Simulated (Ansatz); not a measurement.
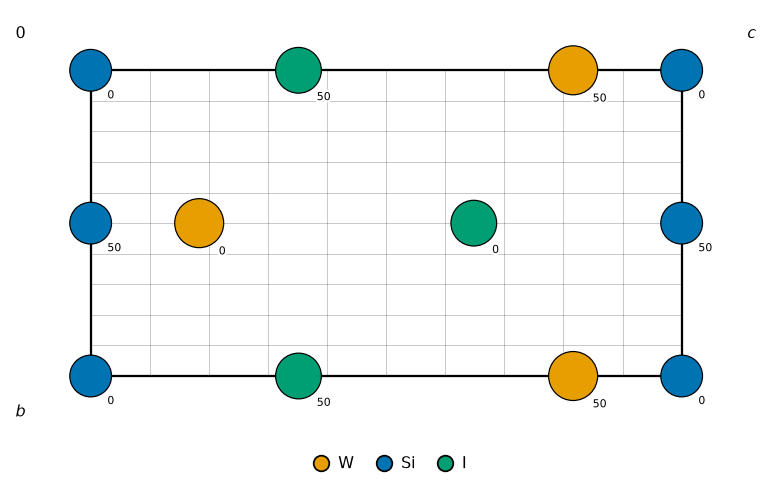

Plan of a unit cell projected along a (b down the page, c across); the numbers are heights in hundredths of a, and atoms on the cell's edges are repeated. The grid marks tenths of b and c. Source: the end point of a relaxation (final pressure about -7.4 GPa) with DFT, PAW plane waves, r2scan+U in Ansatz; the starting structure was generated, so it need not be a known form of this composition. The drawing is computed from the coordinates (standard cell, symmetry found to 0.002 Å).

a = 4.229 Å, b = 4.229 Å, c = 8.176 Å, α = 90.00°, β = 90.00°, γ = 90.00°.

> What does the cell contain?

2 W, 2 Si, 2 I: SiWI, Z = 2.

> Which space group?

P4/nmm, No. 129, origin choice 1, primitive tetragonal.

> Give the fractional coordinates of all atoms, to two places.

| atom | x | y | z |
| --- | --- | --- | --- |
| W | 0.00 | 0.50 | 0.18 |
| W | 0.50 | 0.00 | 0.82 |
| Si | 0.00 | 0.00 | 0.00 |
| Si | 0.50 | 0.50 | 0.00 |
| I | 0.00 | 0.50 | 0.65 |
| I | 0.50 | 0.00 | 0.35 |
